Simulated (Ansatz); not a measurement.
# S2O (SMILES O=S=S) at 6 levels

Wanted: a comparison of 6 runs (BLYP/STO-3G, SVWN5/STO-3G, UB3LYP/STO-3G, revPBE/STO-3G, wB97M-V/STO-3G, MP2/STO-3G) of S2O. 

The calculation is run with Ansatz 0.2.0.

53 further runs of the same task are left out: 20 that didn't finish, 33 set aside as unsound or not needed.

### 1 The system as given

The species is S2O (3 atoms), meant as a singlet with charge 0. As SMILES, `O=S=S`. The S3–S2 distance was set to 2.387 Å, away from the relaxed value.

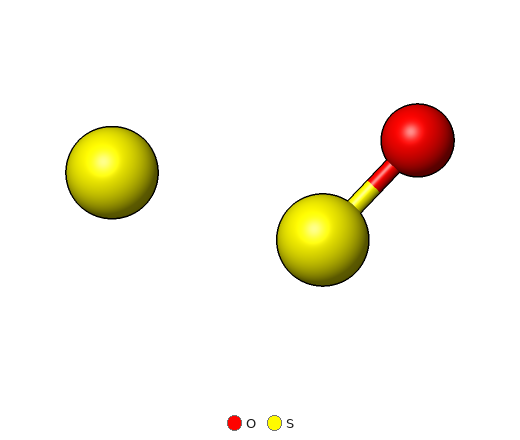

Viewed from a chosen angle; oxygen red, sulfur yellow.

### 2 The energy at BLYP/STO-3G (run 1)

Contents of in.yaml:

```yaml
crystal:
  periodic: [false, false, false]
  atoms:
    - symbol: O
      position_ang: [0.818965, 1.389180, 0.683561]
    - symbol: S
      position_ang: [0.947065, -0.016800, 0.359741]
    - symbol: S
      position_ang: [-0.990830, -0.985060, -0.642420]
basis:
  gaussian: {orbitals: STO-3G}
hamiltonian: {xc: {name: BLYP}}
accuracy: high
```

Launch:

```sh
$ ansatz run in.yaml --threads 1 --pin off --max-ram 2610MiB --events-out events.jsonl --progress --plain --runs-dir runs
```

The program printed:

```text
Warning: RAYON_NUM_THREADS=1 ignored (pool sized by the plan → 1); use --threads N
Functional definition: BLYP
  name "BLYP"
  parameter beta = 0.0042
  parameter a = 0.04918
  parameter b = 0.132
  parameter c = 0.2533
  parameter d = 0.349
  exchange = b88_x(beta = beta)
  correlation = lyp_c(a = a, b = b, c = c, d = d)
398 factors; integrals over basis functions are off by at most 2.5e-8 eV
mean field evaluation 1: about -23431.8029 eV, gradient 4.6e1 eV
mean field evaluation 2: about -23286.1709 eV, gradient 7.8e1 eV
mean field evaluation 4: about -23404.0055 eV, gradient 9.9e1 eV
mean field evaluation 8: about -23442.7615 eV, gradient 9.2e-2 eV
mean field evaluation 16: about -23439.6142 eV, gradient 1.4e1 eV
mean field evaluation 32: about -23439.6142 eV, gradient 1.4e1 eV
mean field -23442.76157220 eV, -861.5055977037 hartree, gradient 1.3e-8 eV, S^2 0.000000; 3 other end points of the search recorded, 0 dependent functions left out
reference -23442.76160312 eV, -861.5055988401 hartree; 20, 20 occupied and 3, 3 virtual orbitals, 398 factors
Total energy: -23442.76160312 eV, -861.5055988401 hartree
```

Wall time 1.8 s (1 thread of Arm Neoverse V1, shared host); peak memory 0.092 GiB.

### 3 The energy at SVWN5/STO-3G (run 2)

Contents of job.yaml:

```yaml
basis:
  gaussian:
    orbitals: STO-3G
crystal:
  periodic: [false, false, false]
  atoms:
    - {symbol: O, position_ang: [0.818965, 1.389180, 0.683561]}
    - {symbol: S, position_ang: [0.947065, -0.016800, 0.359741]}
    - {symbol: S, position_ang: [-0.990830, -0.985060, -0.642420]}
total_charge: 0
accuracy: high
hamiltonian:
  xc: {name: SVWN5}
```

Launch:

```sh
$ ansatz run job.yaml --threads 1 --pin off --max-ram 2610MiB --events-out events.jsonl --progress --plain --runs-dir runs
```

The program printed:

```text
Warning: RAYON_NUM_THREADS=1 ignored (pool sized by the plan → 1); use --threads N
Functional definition: SVWN5
  name "SVWN5"
  exchange = slater_x
  correlation = vwn5_c
398 factors; integrals over basis functions are off by at most 2.5e-8 eV
mean field evaluation 1: about -23343.7675 eV, gradient 4.5e1 eV
mean field evaluation 2: about -23197.0985 eV, gradient 7.7e1 eV
mean field evaluation 4: about -23309.7884 eV, gradient 1.1e2 eV
mean field evaluation 8: about -23354.3897 eV, gradient 9.2e-2 eV
mean field evaluation 16: about -23351.2666 eV, gradient 1.4e1 eV
mean field evaluation 32: about -23351.2666 eV, gradient 1.4e1 eV
mean field -23354.38974798 eV, -858.2579930643 hartree, gradient 1.6e-8 eV, S^2 0.000000; 3 other end points of the search recorded, 0 dependent functions left out
reference -23354.38974918 eV, -858.2579931083 hartree; 20, 20 occupied and 3, 3 virtual orbitals, 398 factors
Total energy: -23354.38974918 eV, -858.2579931083 hartree
```

Run time: 1.2 s. Hardware: 1 thread of Arm Neoverse V1, shared host; peak memory 0.089 GiB.

Runs 3 to 5 aren't shown in full; the table further down has their settings and results.

### 4 A single-point energy at MP2/STO-3G (run 6)

Contents of molecule.yaml:

```yaml
crystal:
  periodic: [false, false, false]
  atoms:
    - {symbol: O, position_ang: [0.818965, 1.389180, 0.683561]}
    - {symbol: S, position_ang: [0.947065, -0.016800, 0.359741]}
    - {symbol: S, position_ang: [-0.990830, -0.985060, -0.642420]}
basis:
  gaussian: {orbitals: STO-3G}
accuracy: high
correlation: {method: mp2, frozen_orbitals: {O: 1, S: 5}}
```

Launch:

```sh
$ ansatz run molecule.yaml --threads 1 --pin off --max-ram 2610MiB --events-out events.jsonl --progress --plain --runs-dir runs
```

The program printed, shortened:

```text
Warning: RAYON_NUM_THREADS=1 ignored (pool sized by the plan → 1); use --threads N
Functional definition: HF
  name "HF"
[...]
398 factors; integrals over basis functions are off by at most 2.5e-8 eV
[...]
mean field -23400.78737078 eV, -859.9630742527 hartree, gradient 1.5e-8 eV, S^2 0.000000; 11 other end points of the search recorded, 0 dependent functions left out; unrestricted orbitals would lower it
unrestricted determinant -23404.05398324 eV, -860.0831200465 hartree, S^2 1.5011
11 core orbitals not correlated: weight in the atoms' cores, before any rotation towards them, 1.000 or more for the frozen orbitals, at most 0.000 for the correlated occupied ones
reference -23400.78737078 eV, -859.9630742527 hartree; 9, 9 occupied and 3, 3 virtual orbitals, 398 factors
second order -3.34541997 eV of doubles, -0.00000000 eV of singles
Total energy: -23404.13279075 eV, -860.0860161691 hartree
```

Wall time 0.73 s (1 thread of Arm Neoverse V1, shared host).

### 5 Overview of the runs

```
run           level  frozen core orbitals  energy (Eh)  wall time
  1     BLYP/STO-3G                     –  -861.505599      1.8 s
  2    SVWN5/STO-3G                     –  -858.257993      1.2 s
  3   UB3LYP/STO-3G                     –  -861.589440      6.3 s
  4   revPBE/STO-3G                     –  -861.439771        2 s
  5  wB97M-V/STO-3G                     –  -861.620237       19 s
  6      MP2/STO-3G                    11  -860.086016     0.73 s
```

### 6 Summary of results

```
                                           quantity          value
                                run 6: total energy  -860.08602 Eh
run 6: correlation energy (11 core orbitals frozen)     -122.9 mEh
```

What this shows: Totals of different functionals can't be ranked against each other. In run 6 the log says that unrestricted orbitals would lower the reference, so the values rest on an unstable closed-shell determinant (other closed-shell runs at this shape may share the fault). In runs 1, 2, 3, 4, 5, 6 the basis is minimal, so the values are rough. Spin contamination of the reference: run 3 ⟨S²⟩ = 0.94. Where it is this large, the reference is a mixture of spin states, and values that rest on it are in doubt. All runs together took 31 s, the longest 19 s.
